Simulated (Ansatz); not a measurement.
# Gate voltage at the highest density: black phosphorene bilayer, AB

A layer charged from two gates alike needs a voltage that grows with the carrier density; the slope is e over the total capacitance.

Set-up. Ansatz 0.2.0, plane waves with PAW datasets (its set soft_2), PBE-D3(BJ); isolated slab, charged sheets 5 Å from the outer atoms behind model barriers, atoms held, Fermi-Dirac smearing of 0.02585 eV. The voltage is that of the gates (their mean) against the layer's Fermi level, from the uncharged case, which has a gap of 0.11 eV.

| run | added electrons (10¹³ per cm²) | gate voltage (V) |
| --- | --- | --- |
| run 1 | 1.00 | 0.43 |
| run 2 | 3.00 | 1.16 |
| run 3 | 6.00 | 2.21 |
| run 4 | 10.00 | ? |

Q: Estimate the withheld value from the rows shown.

A least-squares line through the 3 rows shown has slope 0.3555 and intercept 0.0817; no row lies more than 0.01 V off it. The capacitance is 1.602/0.3555 = 4.51 µF/cm², against 3.54 µF/cm² for plates 5 Å apart in vacuum on both sides; it is the larger, as where the added charge has its centre outside the outer atoms (not examined here). The line misses the origin, so the series is curved at low densities. At 10.00 it gives 0.3555 × 10.00 + 0.0817 = 3.64 V, beyond the rows fitted. Rounding and scatter of the rows alone allow about ±0.031 V there.

The run itself gives 3.56 V: a miss of −0.08 V, or 2.2 % of the value. The capacitance rises a little towards the highest density.

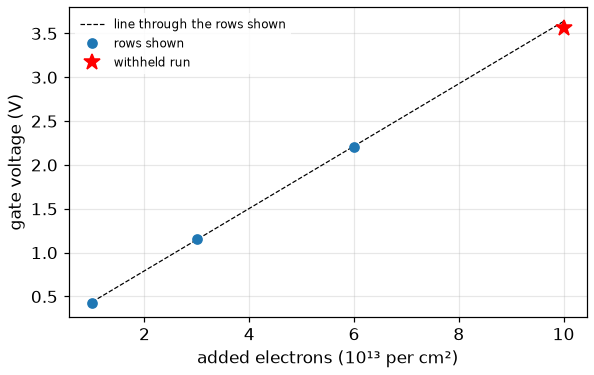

The fit and the withheld run.

Caveats: The gates are model sheets, not atoms, and low densities sample few k-points.
